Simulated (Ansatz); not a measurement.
# SiH₅O (doublet): the correlation ladder at distance Si1–H5 along a hydrogen transfer = 1.534 Å, cc-pVDZ

How much of the correlation energy of SiH₅O (doublet) does each wave-function method recover here?

Computed with Ansatz 0.2.0, Gaussian basis. Level: cc-pVDZ, core rule «outside noble gas», up to 6 orbitals frozen.

Plan: UHF; CCSD(T) on ROHF; CCSD(T) on UHF; BCCD(T) on ROHF; CISD; CCSDT(Q) on ROHF; CCSDT(Q) on UHF; CASSCF and MRCISD+Q, 3 electrons in 3 orbitals; CASSCF and NEVPT2, 3 electrons in 3 orbitals.

### 1 The system

The geometry derives from fragments relaxed apart (PBE0/def2-TZVP) and kept rigid, so it is no stationary point. A hydrogen atom is moved between rigid fragments.

7 atoms, charge 0, spin multiplicity 2.

Atoms are counted from 1 here; the program's logs count them from 0.

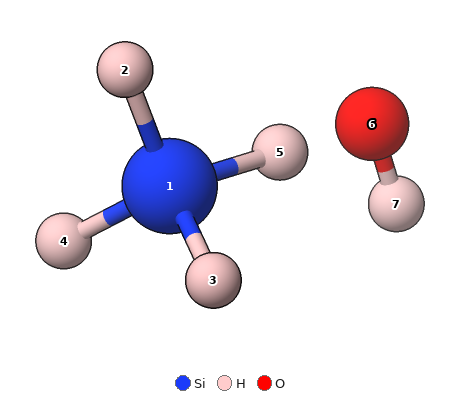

The structure; silicon blue, hydrogen pink, oxygen red; atoms are numbered from 1 in the order of the file.

Coordinates:

```
Si   -0.98145    0.01929    0.00000
H    -1.47632    1.41899    0.00000
H    -1.47632   -0.68057    1.21218
H    -1.47632   -0.68057   -1.21218
H     0.55255    0.01929    0.00000
O     1.83555    0.01929    0.00000
H     2.08741   -0.92066    0.00000
```

### 2 UHF

Contents of in.yaml:

```yaml
crystal:
  periodic: [false, false, false]
  atoms:
    - {symbol: Si, position_ang: [-0.981449, 0.019286, 0.000000]}
    - {symbol: H, position_ang: [-1.476322, 1.418994, 0.000000]}
    - {symbol: H, position_ang: [-1.476321, -0.680568, 1.212183]}
    - {symbol: H, position_ang: [-1.476321, -0.680568, -1.212182]}
    - {symbol: H, position_ang: [0.552551, 0.019286, 0.000000]}
    - {symbol: O, position_ang: [1.835551, 0.019286, -0.000001]}
    - {symbol: H, position_ang: [2.087409, -0.920664, -0.000001]}
basis:
  gaussian: {orbitals: cc-pVDZ}
magnetization: {spin_polarized: true, initial_magnetization: 1}
hamiltonian: {xc: hf}
output: {orbitals: {seedname: orbitals}}
```

Started as:

```console
> ansatz run in.yaml --threads 1 --pin off --events-out ev --progress --plain --max-ram 2816MiB --backend cpu
```

The runs that follow: CCSD(T) on ROHF; CCSD(T) on UHF; BCCD(T) on ROHF; CISD; CCSDT(Q) on ROHF; CCSDT(Q) on UHF; CASSCF and MRCISD+Q, 3 electrons in 3 orbitals; CASSCF and NEVPT2, 3 electrons in 3 orbitals.

Before running them: what should the planned runs give, taken together? Wanted: UCCSDT(Q) below the RHF energy; RMP2 from UCCSDT(Q); UMP2 from UCCSDT(Q); RCCSD from UCCSDT(Q); RCCSD(T) from UCCSDT(Q); UCCSD(T) from UCCSDT(Q); RCCSDT(Q) from UCCSDT(Q); NEVPT2 pair from UCCSDT(Q); MRCISD+Q pair from UCCSDT(Q).

As calculated:

| quantity | value |
| --- | --- |
| UCCSDT(Q) below the RHF energy | -9.6976 eV |
| RMP2 from UCCSDT(Q) | +31.59 kcal/mol |
| UMP2 from UCCSDT(Q) | +32.70 kcal/mol |
| RCCSD from UCCSDT(Q) | +5.49 kcal/mol |
| RCCSD(T) from UCCSDT(Q) | +1.05 kcal/mol |
| UCCSD(T) from UCCSDT(Q) | +1.06 kcal/mol |
| RCCSDT(Q) from UCCSDT(Q) | +0.01 kcal/mol |
| NEVPT2 pair from UCCSDT(Q) | +29.88 kcal/mol |
| MRCISD+Q pair from UCCSDT(Q) | +3.76 kcal/mol |
| levels within 1 kcal/mol (43 meV) | RCCSDT, UCCSDT, RCCSDT(Q) |
| T1 diagnostic | 0.030 |

In words: RCCSD(T) misses by +1.05 kcal/mol, 0.5 % of the correlation energy. Of the multireference levels listed MRCISD+Q pair comes nearest in total energy (+3.76 kcal/mol), which doesn't show that its space is the better one. These misses are within one basis, not against nature; the frozen cores of restricted and unrestricted runs differ, which can shift their rows.
